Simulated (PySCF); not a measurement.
# singlet CF+: levels of theory compared

Wanted: a comparison of 6 runs (B3LYP/6-31G*, BHLYP/cc-pVTZ, CAM-B3LYP/cc-pVTZ, r2SCAN/cc-pVTZ, revPBE/cc-pVTZ, CCSD(T)/cc-pVTZ) of singlet CF+. Input form: a Python script.

Program for the calculation: PySCF 2.14.0.

6 further runs of the same task are left out: 6 set aside as unsound or not needed.

## 1. The molecule

The species is CF+ (2 atoms), meant as a singlet with charge +1. As SMILES of the parent species, `[C]F`. The shape is that of a PBE0-D4/def2-TZVP optimisation. That shape belongs to the parent species and isn't relaxed for this state.

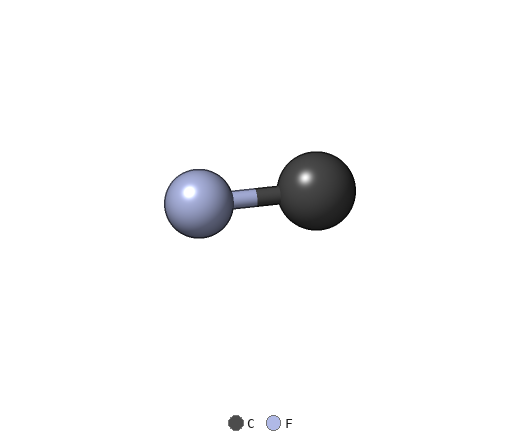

The structure, seen from a chosen angle (carbon dark grey, fluorine light blue).

## 2. A single-point energy at B3LYP/6-31G(d) (spherical functions) (run 1)

Input file start.xyz:

```xyz
2
CF
C      0.000000     0.000000     0.003080
F      0.000000     0.000000     1.271320
```

Input file run.py:

```python
from pyscf import gto, dft

molecule = gto.Mole()
molecule.atom = 'start.xyz'
molecule.spin = 0
molecule.basis = '6-31g*'
molecule.verbose = 3
molecule.max_memory = 1860
molecule.charge = 1
molecule.build()

mf = dft.RKS(molecule, xc='b3lyp')
mf.conv_tol = 1e-10
mf.grids.level = 5
mf.kernel()
if not mf.converged:
    mf = mf.newton().run(mf.mo_coeff, mf.mo_occ)

e_final = mf.e_tot
print('E(%s) = %.9f' % ('B3LYP', e_final))
```

Run with:

```bash
$ OMP_NUM_THREADS=1 python run.py
```

Output:

```text
converged SCF energy = -137.421410047804
E(B3LYP) = -137.421410048
```

Wall time 1.6 s (1 thread of Arm Neoverse V2, shared host); peak memory 0.19 GiB.

## 3. A single-point energy at BHLYP/cc-pVTZ (run 2)

Input file run.py:

```python
from pyscf import gto, dft

mol = gto.M(
    atom='C -0.000000 0.000000 0.003080; F 0.000000 -0.000000 1.271320',
    spin=0,
    basis='cc-pvtz',
    max_memory=1860,
    verbose=3,
    charge=1,
)

calc0 = dft.RKS(mol, xc='bhandhlyp')
calc0.conv_tol = 1e-10
calc0.grids.level = 5
calc0.kernel()
if not calc0.converged:
    calc0 = calc0.newton().run(calc0.mo_coeff, calc0.mo_occ)

e_final = calc0.e_tot
print('Final energy', e_final)
```

Run with:

```bash
$ OMP_NUM_THREADS=1 python run.py
```

Output:

```text
converged SCF energy = -137.413965480602
Final energy -137.41396548060192
```

Wall time 2.6 s (1 thread of Arm Neoverse V2, shared host); peak memory 0.28 GiB.

## 4. A single-point energy at CAM-B3LYP/cc-pVTZ (run 3)

Input file mol.xyz:

```xyz
2
CF
C      0.000000     0.000000     0.003080
F      0.000000     0.000000     1.271320
```

Input file job.py:

```python
from pyscf import gto, dft

mol = gto.M(
    atom='mol.xyz',
    spin=0,
    basis='cc-pvtz',
    charge=1,
    max_memory=1860,
    verbose=3,
)

mf = dft.RKS(mol)
mf.xc = 'cam-b3lyp'
mf.grids.level = 5
mf.conv_tol = 1e-10
mf.kernel()
if not mf.converged:
    mf = mf.newton().run(mf.mo_coeff, mf.mo_occ)

e_final = mf.e_tot
print('E(%s) = %.9f' % ('CAM-B3LYP', e_final))
```

Run with:

```bash
$ OMP_NUM_THREADS=1 python job.py
```

Output:

```text
converged SCF energy = -137.428335137366
E(CAM-B3LYP) = -137.428335137
```

Run time: 3.6 s. Hardware: 1 thread of Arm Neoverse V2, shared host; peak memory 0.28 GiB.

Runs 4 to 5 aren't shown in full; the table further down has their settings and results.

## 5. The energy at CCSD(T)/cc-pVTZ (run 6)

Input file run.py:

```python
from pyscf import gto, cc

mol = gto.M(
    atom='''
C      0.000000     0.000000     0.005820
F      0.000000     0.000000     2.402447
''',
    verbose=3,
    max_memory=1860,
    unit='bohr',
    spin=0,
    charge=1,
    basis='cc-pvtz',
)

mf = mol.RHF()
mf.conv_tol = 1e-10
mf.kernel()
if not mf.converged:
    mf = mf.newton().run(mf.mo_coeff, mf.mo_occ)

mycc = cc.CCSD(mf, frozen=2)
mycc.kernel()
e_t = mycc.ccsd_t()
etot = mycc.e_tot + e_t
print('E = %.10f Eh' % etot)
```

Run with:

```bash
$ OMP_NUM_THREADS=1 python run.py
```

Output:

```text
converged SCF energy = -136.874760036571
E(CCSD) = -137.2446370777853  E_corr = -0.3698770412140654
CCSD(T) correction = -0.0169668567959698
E = -137.2616039346 Eh
```

It took 2.7 s on 1 thread of Arm Neoverse V2, shared host; peak memory 0.18 GiB.

## 6. All runs side by side

```tsv
run	level	integration grid	frozen core orbitals	energy (Eh)	HOMO energy (eV)	LUMO energy (eV)	HOMO–LUMO gap (eV)	wall time
1	B3LYP/6-31G* (spherical functions)	5	–	-137.421410	-22.04	-13.71	8.33	1.6 s
2	BHLYP/cc-pVTZ	5	–	-137.413965	-24.11	-11.95	12.15	2.6 s
3	CAM-B3LYP/cc-pVTZ	5	–	-137.428335	-23.93	-12.05	11.88	3.6 s
4	r2SCAN/cc-pVTZ	5	–	-137.408682	-21.00	-14.45	6.55	5.1 s
5	revPBE/cc-pVTZ	5	–	-137.442931	-20.50	-14.62	5.89	2.6 s
6	CCSD(T)/cc-pVTZ	–	2	-137.261604	-26.83	-8.37	18.46	2.7 s
```

## 7. Outcome

| quantity | value |
| --- | --- |
| run 6: total energy | -137.26160 Eh |
| run 6: HOMO energy (Hartree–Fock orbitals) | -26.83 eV |
| run 6: LUMO energy (Hartree–Fock orbitals) | -8.37 eV |
| run 6: HOMO–LUMO gap (Hartree–Fock orbitals) | 18.46 eV |
| run 6: correlation energy (2 core orbitals frozen) | -386.8 mEh |
| run 6: (T) correction | -16.97 mEh |
| run 6: T1 diagnostic | 0.027 |

Over runs 1, 2, 3, 4, 5 the HOMO–LUMO gap runs from 5.89 eV (revPBE/cc-pVTZ) to 12.15 eV (BHLYP/cc-pVTZ). Totals of different functionals can't be ranked against each other. All runs together took 18 s, the longest 5.1 s.
